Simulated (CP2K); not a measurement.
Consider boron trichloride at its PBE geometry (Å).

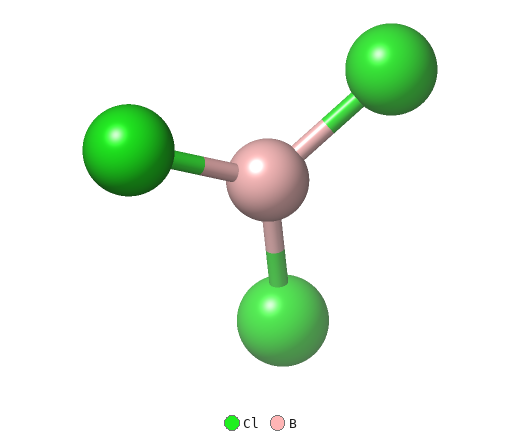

The molecule (chlorine green, boron pink).

```xyz
4

Cl   -0.8775   -1.5110   -0.0010
B     0.0001    0.0000    0.0000
Cl   -0.8698    1.5154   -0.0005
Cl    1.7473   -0.0045    0.0016
```

Method: CP2K XAS_TDP, all-electron GAPW, PBEh(45%), aug-pc-2, TDA, GW2X-corrected core level, no relativity.

Where do the B K-edge lines lie, and how strong are they?

Leading lines: B2 193.11 eV. The leading line of an atom is its first one with 35 % of the strongest within 2.5 eV of its lowest line over the strength cut. Core ionisation energies at this level: B2 200.48 eV.

The first six lines of each atom with a strength over 0.0015:

```
               atom  energy (eV)  states  strength, one atom  above the computed threshold
B2 (bonded to 3 Cl)       193.11       1              0.0871                              
                          198.40       2              0.1368                              
                          201.17       2              0.0165                           yes
                          202.34       2              0.0026                           yes
                          203.25       1              0.0135                           yes
                          203.70       2              0.0062                           yes
```

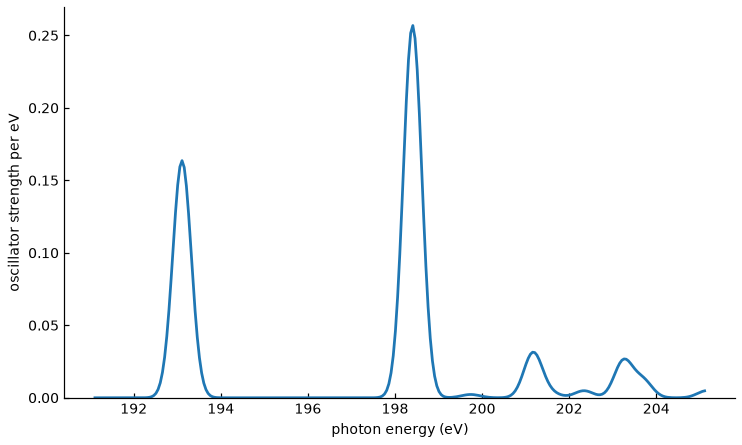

All atoms added, broadened by 0.5 eV.

Lines are vertical, at one geometry, with no vibrational structure. GW2X ionisation energies and lines can be off by 1 to 2 eV either way, and a good line position may hide errors that cancel. These values hold no scalar relativity. Rydberg lines, and the discretised continuum above threshold, depend on the basis and the box.

[Banner, clock and machine lines of the logs are left out without a mark of their own.]

[Logs are printed without paths, hosts, clocks, repeated set-up lines and the standing remarks that a program may print on its own settings, such as how far it seeks lower states.]

[Hosts, paths, dates, database ids (printed as entryN), source tags and the programs' standing remarks are cut or masked in the printed files.]
